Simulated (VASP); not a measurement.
Band structure of TiO₂ (space group I4_1/amd). Method: PBE GGA, VASP's PBE PAW potentials (set 64) (plane waves; VASP).

The path is coarsely sampled, so an indirect gap can come out somewhat too large.

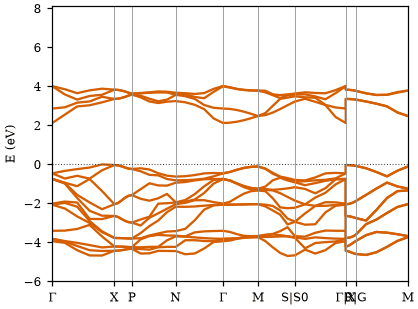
Bands along high-symmetry lines, zero at the valence-band maximum or, without a gap, the Fermi level

**Question.** Read the plot: is there a gap, and where are the band edges?

**Answer.** The gap is indirect, 2.12 eV, from the valence maximum at Γ-X at 0.80 to the conduction minimum at Γ.

The structure is a typed TiO2 crystal (I4_1/amd). The cell was not relaxed at this level. The k-mesh is coarse (spacing up to 0.47 per Å, 2π included), so the numbers may not be converged in it.
